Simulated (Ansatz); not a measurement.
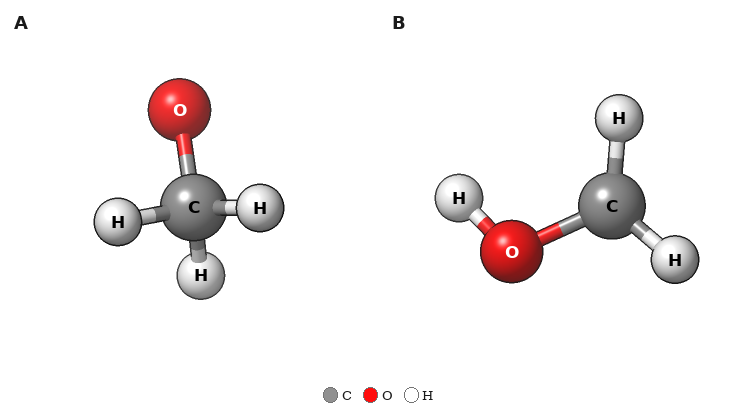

2 stationary structures of one formula. Charge 0, doublet. Geometries: PBE0-D4/def2-TZVP. Electronic energies: UHF-CCSD(T) (frozen core)/def2-TZVPP (Ansatz 0.2.0), without zero-point energy. No frequency run is at hand to confirm each as a minimum.

Rank them by energy, lowest first.

Answer. B is lowest; A lies 8.7 kcal/mol above it.
